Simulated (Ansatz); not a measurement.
**C2H5AlBrCl (SMILES C[CH2][Al]([Cl])[Br]): density, localisation and related maps**

```xyz
10

C    -0.5380   -0.0986    1.2197
C     0.5464   -0.4425    0.2708
Al    0.2350    0.3093   -1.5761
Cl    0.1672   -1.0429   -3.2980
Br    0.0802    2.6460   -1.8842
H    -1.5519   -0.4339    0.8253
H    -0.3727   -0.4812    2.2184
H    -0.6131    1.0686    1.2937
H     0.6177   -1.5287    0.2402
H     1.5123   -0.0473    0.6931
```

Level of theory: Ansatz 0.2.0, SCF r2SCAN, Gaussian basis.

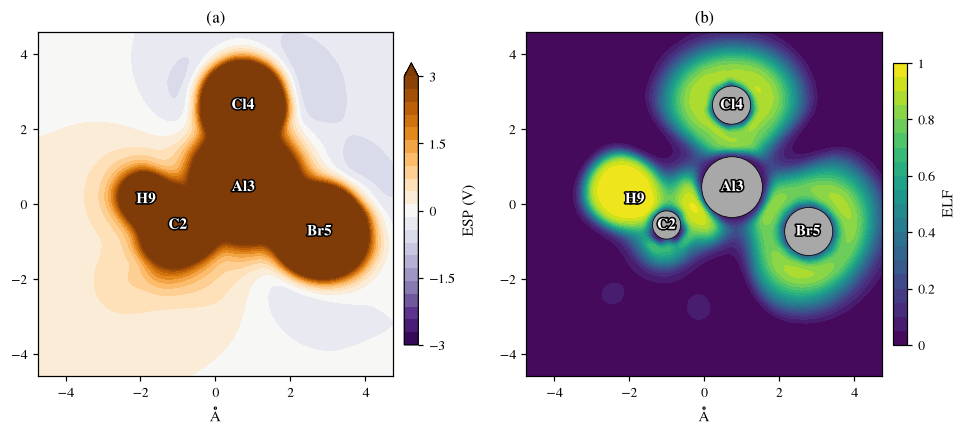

Figure 1. (a) electrostatic potential; (b) electron localisation function on the plane of atoms C2, Al3 and Br5. Grey discs cover the atomic cores in the ELF map.

Read the bonding off the picture.

Answer. The section cuts through C, Al, Cl, Br and H sites. C–Al (2.02 Å): the ELF peaks at about 0.95 between the atoms (a shared but strongly polarised pair). Al–Cl (2.19 Å): the ELF peaks at about 0.85 in the valence shell of Cl, 0.9 Å from its nucleus, and is about 0.80 at the midpoint. Al–Br (2.36 Å): the ELF peaks at about 0.85 in the valence shell of Br, 1.2 Å from its nucleus, and is about 0.85 at the midpoint. C–H (1.09 Å): the ELF climbs to about 1 towards the hydrogen, as it does in any bond to H; an ordinary covalent bond to hydrogen. The ELF also peaks beside Br5 and Cl4, away from the bonds: lone-pair regions. Outside the dense part of the molecule the potential is most negative (−0.7 V) near Cl4.

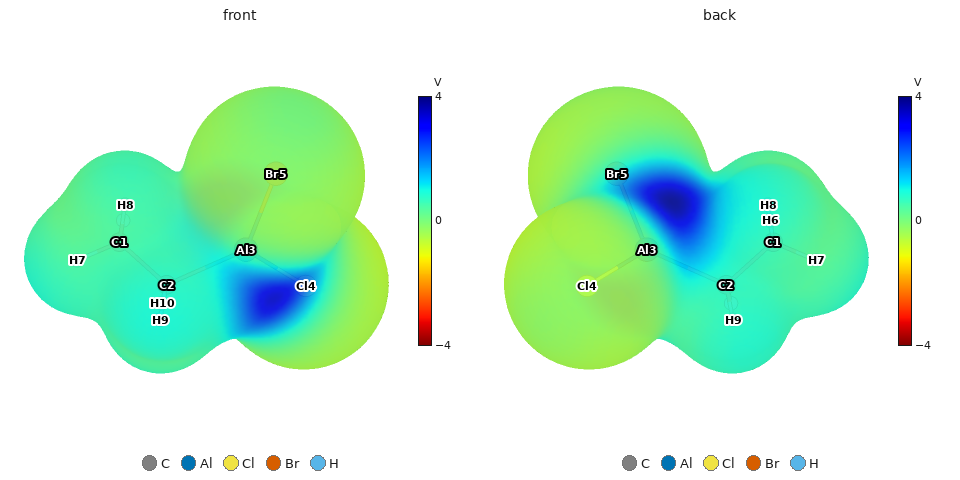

Figure 2. The molecular electrostatic potential painted on the density surface at 0.002 e/bohr³, seen from the front and from behind; the colour scale runs from red (negative) to blue (positive).

Which sites attract a positive test charge, and which a negative one?

Answer. A positive charge is drawn to the negative regions and a negative charge to the positive ones. The most negative region (about −0.6 V, or −14 kcal/mol for a unit charge) lies over Cl4, the most positive (about +3.4 V, or +78 kcal/mol for a unit charge) over Al3.

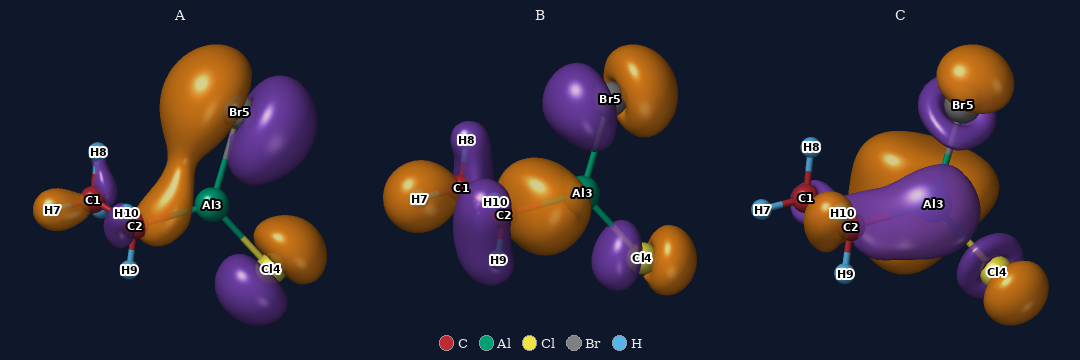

Figure 3. Three frontier orbitals at ±0.08 Å⁻³ᐟ² (orange and purple are the two phases), in no order.

Order the three orbitals by energy and name them.

Answer. A is the HOMO−1 (−7.59 eV). By Hirshfeld shares it lies mainly on Br5 (about 70 %) and Cl4 (about 20 %); largely a lone pair of Br5. B is the HOMO (−7.25 eV). It lies mainly on C2 (about 30 %), Br5 (about 25 %), Al3 (about 15 %), Cl4 (about 10 %) and C1 (about 10 %). C is the LUMO (−2.00 eV). By Hirshfeld shares it lies mainly on Al3 (about 60 %), Br5 (about 15 %), Cl4 (about 10 %) and C2 (about 5 %).

What is the HOMO–LUMO gap?

Answer. 5.25 eV between the orbital energies.
